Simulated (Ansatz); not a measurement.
## Electronic structure of C3H8Si (SMILES C=C[SiH2]C) in real space

```xyz
12

C    -0.7392    1.3320   -1.8514
C    -0.6217    2.6745   -1.9006
C     1.0104   -0.9137   -0.5837
Si   -0.4123    0.3040   -0.3112
H    -1.0371    0.8050   -2.7787
H    -0.3301    3.2639   -1.0133
H    -0.8117    3.2499   -2.8238
H    -1.6542   -0.4718    0.0551
H    -0.0904    1.2480    0.8194
H     1.9462   -0.3741   -0.8325
H     0.7806   -1.6070   -1.4182
H     1.1901   -1.5217    0.3260
```

Geometry: PBE-D3(BJ)/def2-SVP.

These are results of Ansatz 0.2.0, isolated molecule in a Gaussian basis; Kohn-Sham density functional theory, functional PBE0, not measurements.

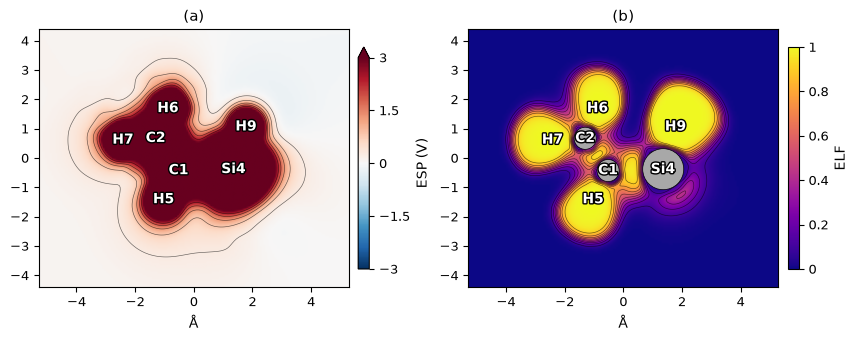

Figure 1. (a) electrostatic potential; (b) ELF on the plane of atoms C1, C2 and H6. Grey discs cover the atomic cores in the ELF map.

What does the map show?

Answer.
- The plane passes through C, Si and H nuclei.
- C–C (1.35 Å): the ELF peaks at about 0.95 between the atoms (localised, covalent bonding).
- C–Si (1.88 Å): the ELF peaks at about 0.95 between the atoms; localised, covalent bonding.
- C–H (1.10 Å): the ELF climbs to about 1 towards the hydrogen, as it does in any bond to H; an ordinary covalent bond to hydrogen.
- Si–H (1.51 Å): the ELF climbs to about 1 towards the hydrogen.
- The potential has no marked negative region in this plane.

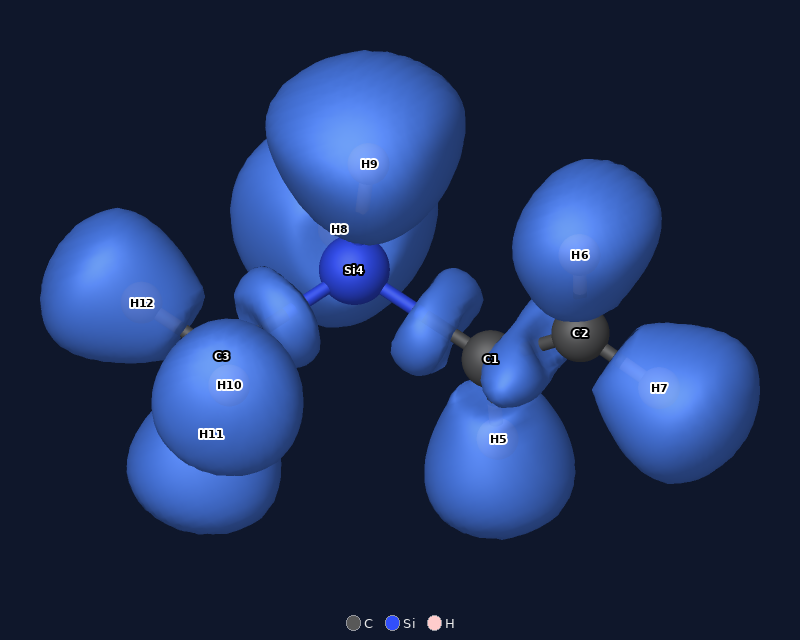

Figure 2. Isosurface of the electron localisation function at 0.8 (blue), seen across its widest extent. Only the valence region is drawn (cores and ρ < 0.01 e/Å³ removed).

Where are the electrons localised?

Answer. At this value the surface marks out one region between bonded C–C atoms (shared pairs), two regions between bonded C–Si atoms (shared pairs) and eight regions around hydrogen nuclei.

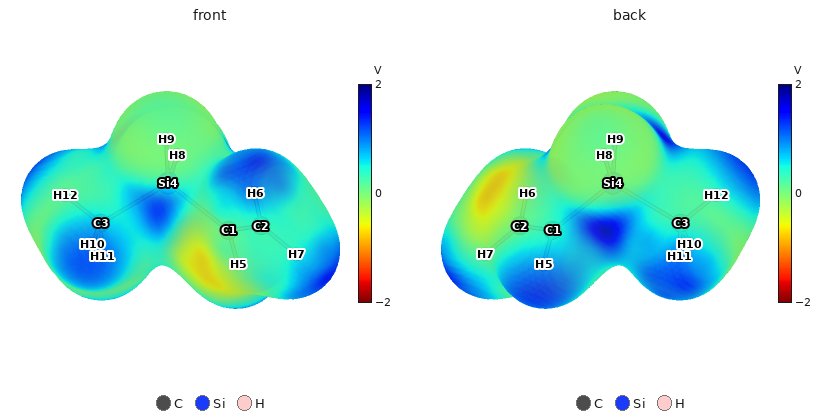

Figure 3. The molecular electrostatic potential painted on the density surface at 0.004 e/bohr³, seen from the front and from behind; red is negative and blue positive.

Where is the surface potential most negative and most positive?

Answer. The most negative region (about −0.7 V) lies over the π face of C1 and C2, the most positive (about +1.6 V) over Si4.

What dipole moment does the calculation give?

Answer. Its dipole moment is 0.73 D.
